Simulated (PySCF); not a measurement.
## Electronic structure of H$_{5}$HfO$_{4}$ (charge +1) in real space

```yaml
atoms:
  - { symbol: Hf, position_ang: [0.0020, -0.1056, 0.0431] }
  - { symbol: O, position_ang: [1.1053, 1.1084, 0.9937] }
  - { symbol: H, position_ang: [1.7242, 1.5367, 1.5904] }
  - { symbol: O, position_ang: [-1.2304, -1.0453, 1.1298] }
  - { symbol: H, position_ang: [-1.7085, -1.6161, 1.7361] }
  - { symbol: O, position_ang: [0.9341, -1.2496, -1.1430] }
  - { symbol: H, position_ang: [1.4874, -1.8982, -1.5858] }
  - { symbol: O, position_ang: [-1.1739, 1.2827, -1.2266] }
  - { symbol: H, position_ang: [-1.1353, 2.2514, -1.1689] }
  - { symbol: H, position_ang: [-1.8040, 1.0597, -1.9306] }
```

Core potentials replace the inner electrons of Hf.

Computed with RKS PBE0, Hf def2-SVP with ECP60, O def2-SVP, H def2-SVP; non-relativistic Hamiltonian with scalar-relativistic core potentials where named; density fitting (PySCF).

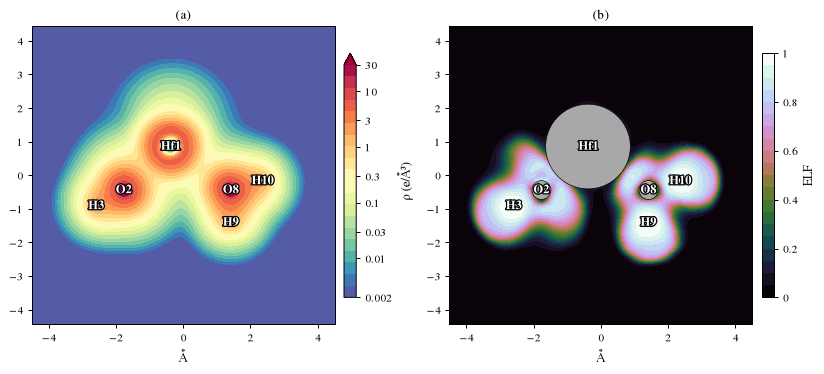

Figure 1. (a) electron density; (b) electron localisation function on the plane of atoms O2, Hf1 and O8. Grey discs cover the atomic cores in the ELF map.

**What do the fields say about this system?**

Atoms in the plane: Hf, O and H.
Hf–O (1.90 Å): the density is about 0.92 e/Å³ at the midpoint; the ELF peaks at about 0.80 in the valence shell of O, 0.5 Å from its nucleus, and drops to about 0.20 between the two atoms.
O–H (0.96 Å): the density is about 3.7 e/Å³ at the midpoint; the ELF climbs to about 1 towards the hydrogen, as it does in any bond to H; a covalent bond by its length.

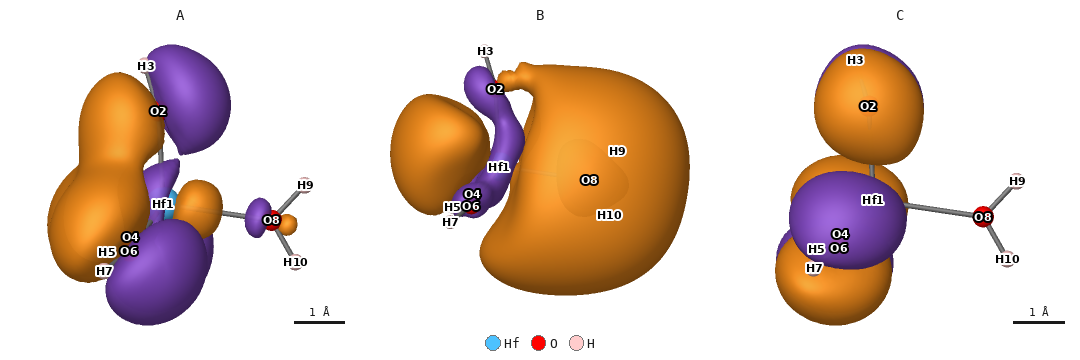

Figure 2. Three frontier orbitals at ±0.05 Å⁻³ᐟ² (orange and purple are the two phases), in no order.

**Which picture is the HOMO−1, the HOMO and the LUMO?**

A is the HOMO−1 (−13.76 eV). Its weight (Hirshfeld) is mainly on O4 (about 40 %), O6 (about 30 %), O2 (about 15 %) and Hf1 (about 15 %); largely a combination of lone pairs on O4, O6 and O2. C is the HOMO (−13.32 eV). Its weight (Hirshfeld) is mainly on O6 (about 30 %), O4 (about 30 %) and O2 (about 25 %); largely a combination of lone pairs on O6, O4 and O2. B is the LUMO (−5.24 eV). Its weight (Hirshfeld) is mainly on Hf1 (about 50 %), H9 (about 15 %), O8 (about 15 %) and H10 (about 15 %).

**What is the HOMO–LUMO gap?**

8.08 eV between the orbital energies.

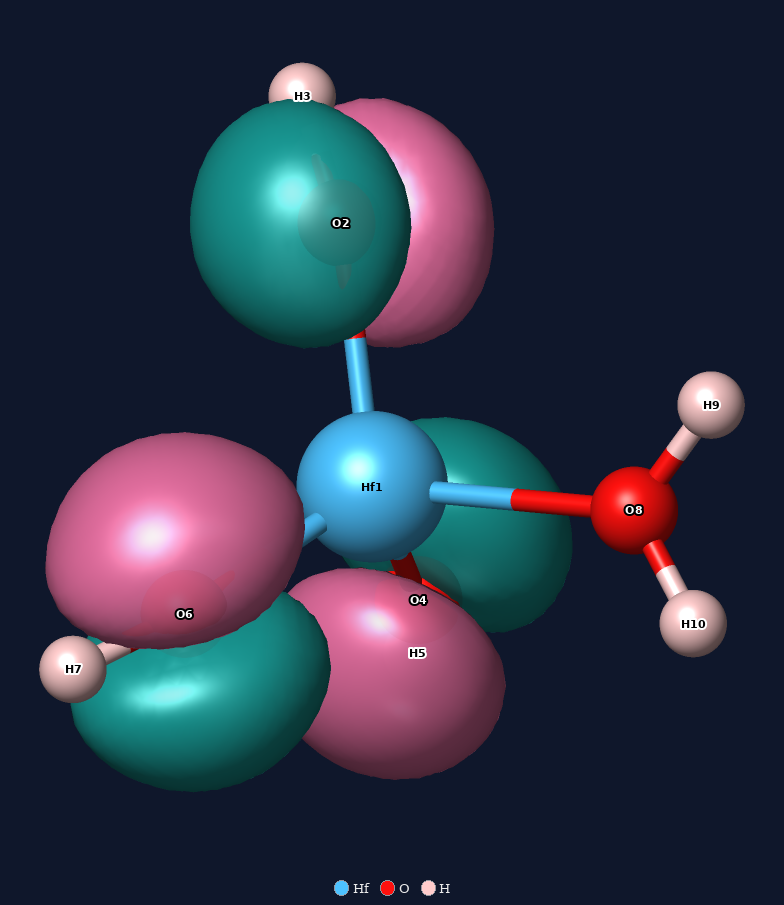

Figure 3. The HOMO at ±0.1 Å⁻³ᐟ² (teal and pink are the two phases), seen at a tilt.

**What is the character of this orbital?**

It lies mainly on O6 (about 30 %), O4 (about 30 %) and O2 (about 25 %); largely a combination of lone pairs on O6, O4 and O2. Its energy is −13.32 eV.
